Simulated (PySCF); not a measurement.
**MP2/def2-SVP run of BF (SMILES [B]F)**

Aim: the vertical ionisation energy of BF at MP2/def2-SVP, from 2 runs. Input form: a Python script.

The results are computed with PySCF 2.14.0.

## (1) Starting point

The species is BF (2 atoms), meant as a singlet with charge 0. SMILES: `[B]F`. The coordinates come from a PBE0-D4/def2-TZVP relaxation.

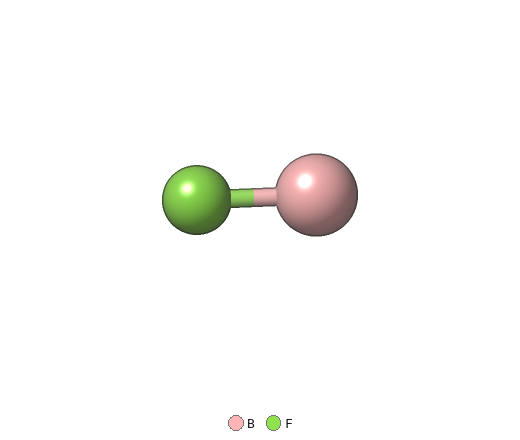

Viewed from a chosen angle; boron pink, fluorine green.

## (2) The energy at MP2/def2-SVP

input.xyz reads:

```xyz
2
BF
B      0.000000     0.000000    -0.009350
F      0.000000     0.000000     1.253740
```

input.py reads:

```python
from pyscf import gto, mp

mol = gto.M(
    atom='input.xyz',
    charge=0,
    max_memory=1860,
    spin=0,
    basis='def2-svp',
    verbose=3,
)

mf = mol.RHF()
mf.conv_tol = 1e-10
mf.kernel()
if not mf.converged:
    mf = mf.newton().run(mf.mo_coeff, mf.mo_occ)

pt = mp.MP2(mf, frozen=2).run()
e_tot = pt.e_tot
print('E(%s) = %.9f' % ('MP2', e_tot))
```

On the command line:

```
$ OMP_NUM_THREADS=1 python input.py
```

Standard output:

```text
converged SCF energy = -124.002870941455
E(RMP2) = -124.249689047066  E_corr = -0.24681810561041
E(SCS-RMP2) = -124.244072220196  E_corr = -0.241201278740758
E(MP2) = -124.249689047
```

Wall time 0.96 s (1 thread of Arm Neoverse N1, shared host); peak memory 0.12 GiB.

## (3) The doublet cation at the same level

run.py reads:

```python
from pyscf import gto, scf, mp

molecule = gto.Mole()
molecule.atom = '''
B      0.000000     0.000000    -0.017669
F      0.000000     0.000000     2.369225
'''
molecule.unit = 'bohr'
molecule.basis = 'def2-svp'
molecule.verbose = 4
molecule.max_memory = 1860
molecule.charge = 1
molecule.spin = 1
molecule.build()

myscf = scf.UHF(molecule)
myscf.conv_tol = 1e-10
myscf.kernel()
if not myscf.converged:
    myscf = myscf.newton().run(myscf.mo_coeff, myscf.mo_occ)

pt = mp.MP2(myscf, frozen=2).run()
energy = pt.e_tot
print(f'total energy: {energy:.8f} hartree')
```

On the command line:

```
$ OMP_NUM_THREADS=1 python run.py
```

Standard output:

```text
PySCF version 2.14.0

[INPUT] num. atoms = 2
[INPUT] num. electrons = 13
[INPUT] charge = 1
[INPUT] spin (= nelec alpha-beta = 2S) = 1
[INPUT] symmetry False subgroup None
[INPUT] Mole.unit = bohr
[INPUT] Symbol           X                Y                Z      unit          X                Y                Z       unit  Magmom
[INPUT]  1 B      0.000000000000   0.000000000000  -0.009350032140 AA    0.000000000000   0.000000000000  -0.017669000000 Bohr   0.0
[INPUT]  2 F      0.000000000000   0.000000000000   1.253739877542 AA    0.000000000000   0.000000000000   2.369225000000 Bohr   0.0

nuclear repulsion = 18.8529528332636
number of shells = 12
number of NR pGTOs = 48
number of NR cGTOs = 28
basis = def2-svp
ecp = {}

******** <class 'pyscf.scf.uhf.UHF'> ********
method = UHF
initial guess = minao
damping factor = 0
level_shift factor = 0
DIIS = <class 'pyscf.scf.diis.CDIIS'>
diis_start_cycle = 1
diis_space = 8
diis_damp = 0
SCF conv_tol = 1e-10
SCF conv_tol_grad = None
SCF max_cycles = 50
direct_scf = True
direct_scf_tol = 1e-13
number electrons alpha = 7  beta = 6
Set gradient conv threshold to 1e-05
init E= -124.019743761643
[... the frontier-level lines of each cycle are left out ...]

cycle= 1 E= -123.542814830698  delta_E= 0.477  |g|= 0.355  |ddm|= 1.08
cycle= 2 E= -123.623157616858  delta_E= -0.0803  |g|= 0.18  |ddm|= 0.597
cycle= 3 E= -123.636385482765  delta_E= -0.0132  |g|= 0.0582  |ddm|= 0.146
cycle= 4 E= -123.638968546685  delta_E= -0.00258  |g|= 0.0174  |ddm|= 0.0751
cycle= 5 E= -123.639436607024  delta_E= -0.000468  |g|= 0.0065  |ddm|= 0.0404
cycle= 6 E= -123.639494975725  delta_E= -5.84e-05  |g|= 0.00285  |ddm|= 0.0114
cycle= 7 E= -123.639509119168  delta_E= -1.41e-05  |g|= 0.000735  |ddm|= 0.0069
cycle= 8 E= -123.639510182946  delta_E= -1.06e-06  |g|= 0.000284  |ddm|= 0.00154
cycle= 9 E= -123.639510360568  delta_E= -1.78e-07  |g|= 4.32e-05  |ddm|= 0.000751
cycle= 10 E= -123.639510362726  delta_E= -2.16e-09  |g|= 5.55e-06  |ddm|= 9.03e-05
cycle= 11 E= -123.639510362755  delta_E= -2.98e-11  |g|= 1.13e-06  |ddm|= 1.2e-05
Extra cycle  E= -123.639510362756  delta_E= -7.96e-13  |g|= 5.54e-07  |ddm|= 1.46e-06
converged SCF energy = -123.639510362756  <S^2> = 0.7533778  2S+1 = 2.0033749

******** <class 'pyscf.mp.ump2.UMP2'> ********
nocc = (np.int64(5), np.int64(4)), nmo = (26, 26)
frozen orbitals 2
E(UMP2) = -123.864594499966  E_corr = -0.225084137209927
E(SCS-UMP2) = -123.854791501743  E_corr = -0.215281138986659
E_corr(same-spin) = -0.0632536449983693
E_corr(oppo-spin) = -0.161830492211557
total energy: -123.86459450 hartree
```

Wall time 1 s (1 thread of Arm Neoverse N1, shared host); peak memory 0.12 GiB.

## (4) Results

Level: MP2/def2-SVP, 2 core orbitals frozen.

```
                                                                  quantity          value
                                                  singlet BF: total energy  -124.24969 Eh
                          singlet BF: dipole moment (Hartree–Fock density)         0.99 D
                           singlet BF: HOMO energy (Hartree–Fock orbitals)      -10.90 eV
                           singlet BF: LUMO energy (Hartree–Fock orbitals)        2.75 eV
                         singlet BF: HOMO–LUMO gap (Hartree–Fock orbitals)       13.65 eV
                   singlet BF: correlation energy (2 core orbitals frozen)     -246.8 mEh
                                              doublet cation: total energy  -123.86459 Eh
doublet cation: HOMO energy (Hartree–Fock orbitals) (highest over α and β)      -24.13 eV
 doublet cation: LUMO energy (Hartree–Fock orbitals) (lowest over α and β)       -9.09 eV
               doublet cation: correlation energy (2 core orbitals frozen)     -225.1 mEh
                         doublet cation: ⟨S²⟩ of the reference determinant          0.753
                        vertical ionisation energy (to the doublet cation)      10.479 eV
```

**Reading.** Removing an electron at fixed nuclei costs 10.48 eV (242 kcal/mol).
